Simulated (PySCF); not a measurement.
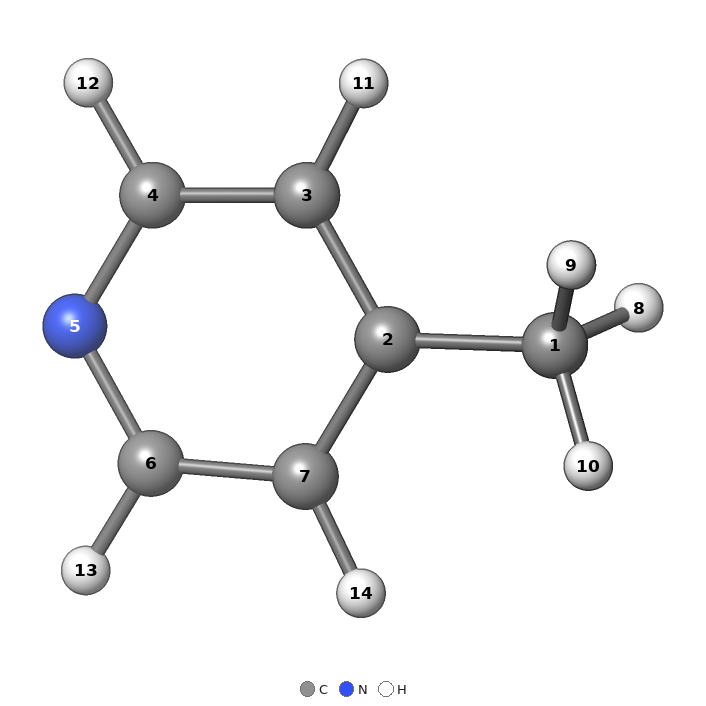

Numbered structure. The geometry was computed by an optimisation with PBE0-D3(BJ)/def2-SVP. No frequency run is at hand to confirm it as a minimum.

Question: What is the geometry at C1?

Answer: C1 has 4 neighbours (C2 at 1.50, H8 at 1.10, H9 at 1.10, H10 at 1.10 Å); the arrangement is tetrahedral.

Question: How are the neighbours of atom 3 arranged?

Answer: C3 has 3 neighbours (C2 at 1.40, C4 at 1.39, H11 at 1.09 Å); the arrangement is trigonal planar.

Question: How are the neighbours of atom 4 arranged?

Answer: C4 has 3 neighbours (C3 at 1.39, N5 at 1.33, H12 at 1.10 Å); the arrangement is trigonal planar.

Question: What is the geometry at N5?

Answer: N5 has 2 neighbours (C4 at 1.33, C6 at 1.33 Å); the arrangement is bent.

Question: What is the dihedral angle C1–C2–C7–C6?

Answer: 179° in size, that is anti.
